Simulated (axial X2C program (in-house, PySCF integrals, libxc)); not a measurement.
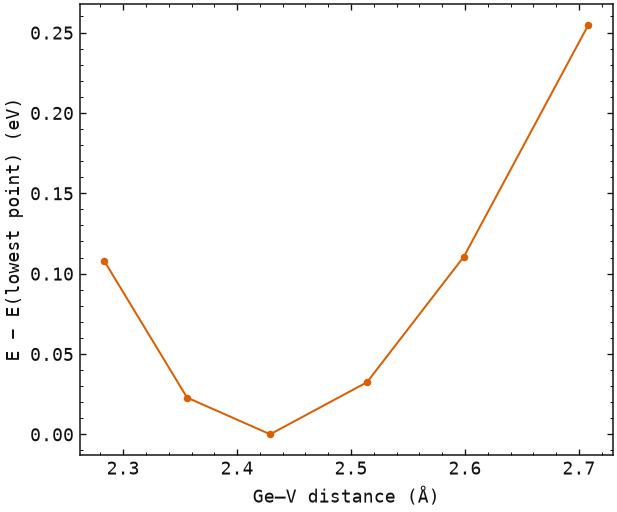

*Energy at 6 bond lengths, for one set of occupations held fixed; the line joins the points.*

A polynomial of degree 4 through 6 points gives rₑ = 2.424 Å, ωₑ = 285.8 cm⁻¹, ωₑxₑ = 0.97 cm⁻¹ and Bₑ = 0.09511 cm⁻¹. The minimum lies 1.85 eV below Ge + V, each computed as one determinant at the same level.

**Relativistic diatomic calculation for GeV**

- system: GeV, single determinant with Ω = 5/2.
- method: PBE0, two-component X2C with atomic mean-field Coulomb and Gaunt terms, Ge dyall-cv3z, V dyall-cv3z (cores contracted) (axial X2C program (in-house, PySCF integrals, libxc))

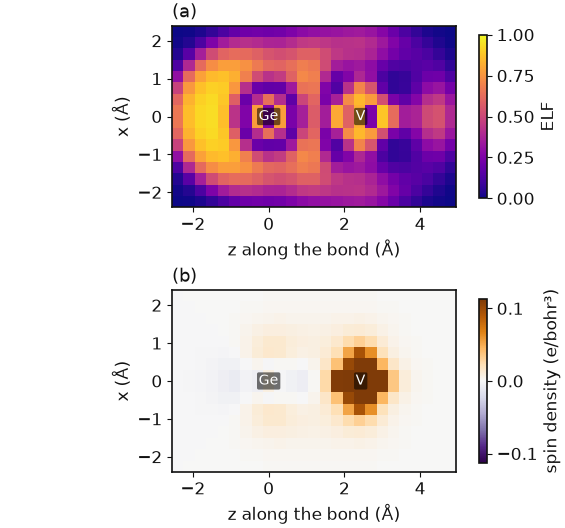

*(a) electron localisation function; (b) spin density, in a plane that holds the axis, at 2.43 Å, on points 0.3 Å apart (one half computed, the other mirrored); the structure near the nuclei is finer than these points.*

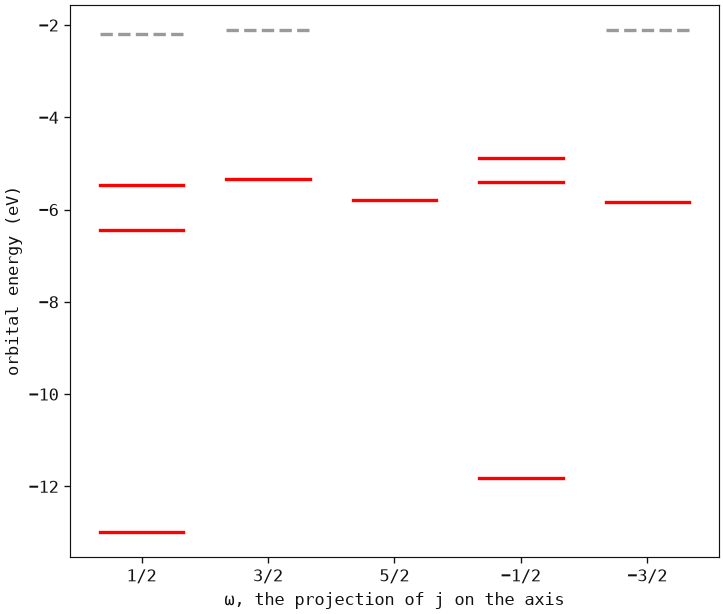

*Orbital energies near the frontier at 2.43 Å, filled (solid) and empty (dashed).*

The highest filled spinor (−1/2; 67 % Ge p, 20 % V s) lies at −4.89 eV, the lowest empty one (1/2; 65 % Ge p, 18 % V d) at −2.20 eV.

These pictures come from the run below.

### Input file
```
{"zs": [32, 23], "q": 0, "bas": ["dyall-cv3z", "dyall-cv3z"], "levels": ["PBE0", "HF", "BHandHLYP"], "cc": true, "r0": 2.55, "thr": -1.0, "nmax": 90, "npts": 10, "nst": 2, "ntry": 6}
```

The line is the task of a batch: nuclear charges, charge, bases, the levels to run, a first guess of the distance and further settings. This report covers PBE0 with spin-orbit coupling. The log is that of the reference distance 2.429 Å, started from orbitals converged before.

The run was one of a batch that the task file lists, launched with:
```bash
python <driver script> task.json out
```

### Log
```
two-component X2C + atomic mean field  PBE0
basis functions 224  fitting functions 1255  grid points 5799
iter        total energy     max residual
   1      -3046.714011232     8.50e-05
   2      -3046.714011236     2.94e-05
   3      -3046.714011236     8.22e-05
   4      -3046.714011245     3.20e-05
   5      -3046.714011247     5.43e-06
converged
one-electron -4545.30840174  Coulomb 1464.63428214  exact exchange -30.75955962  xc functional -94.67755266  nuclear repulsion 160.34352706  atomic mean-field constant -0.94630643
```

### The points of the curve

| R (Å) | E (hartree) | dipole (D; origin at the first atom, positive when the second is positive) | highest filled (eV) | lowest empty (eV) |
| --- | --- | --- | --- | --- |
| 2.283 | −3046.710042 | 3.20 | −4.84 | −2.33 |
| 2.356 | −3046.713172 | 3.29 | −4.87 | −2.26 |
| 2.429 | −3046.714011 | 3.36 | −4.89 | −2.20 |
| 2.514 | −3046.712821 | 3.43 | −4.91 | −2.19 |
| 2.599 | −3046.709948 | 3.47 | −4.93 | −2.29 |
| 2.708 | −3046.704645 | 3.48 | −4.92 | −2.45 |

### Summary

```tsv
quantity	value
outcome	converged
bond length rₑ	2.424 Å
ωₑ	285.8 cm⁻¹
energy at the minimum	−3046.71402 hartree
depth below the fragments	1.85 eV
hardware	1 thread of Arm Neoverse V1, 24 GiB of memory available, shared host
wall time	19 s
peak memory	0.66 GiB
```

### Remarks

Caveats: 6 of the 10 points asked for were kept.
